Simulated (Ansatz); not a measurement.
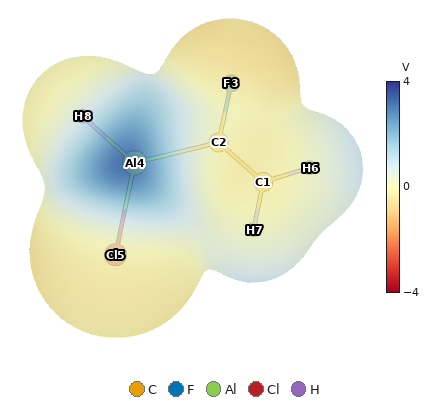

C2H3AlClF. The molecular electrostatic potential painted on the density surface at 0.002 e/bohr³, seen across its widest extent; red is negative and blue positive.

Theory: Ansatz 0.2.0, UKS PBE-D4/def2-SVP.

The calculation's input:

```
crystal:
  periodic: [false, false, false]
  atoms:
    - { symbol: C, position_ang: [-0.2186, 0.4245, 1.3293] }
    - { symbol: C, position_ang: [0.5726, -0.0624, 0.4297] }
    - { symbol: F, position_ang: [1.8188, -0.3478, 0.7841] }
    - { symbol: Al, position_ang: [0.0851, -0.4253, -1.4272] }
    - { symbol: Cl, position_ang: [-2.0528, 0.012, -2.0844] }
    - { symbol: H, position_ang: [0.0637, 0.6843, 2.3303] }
    - { symbol: H, position_ang: [-1.2633, 0.7105, 1.0479] }
    - { symbol: H, position_ang: [1.0867, -1.0529, -2.4657] }
magnetization:
  spin_polarized: true
basis:
  gaussian: { orbitals: def2-SVP }
hamiltonian:
  xc: pbe
  dispersion: d4
relax:
  f_tol: 0.02
  max_steps: 50
output:
  orbitals: {}
```

Run with:

```sh
ansatz run input.yaml --threads 2 --pin off --max-ram 3072MiB --backend cpu --events-out ev --progress --plain --runs-dir out
```

The fields are those of the relaxed geometry.

> Describe the electrostatic potential map.

The most negative region (about −0.6 V) lies over F3, the most positive (about +3.2 V) over Al4.
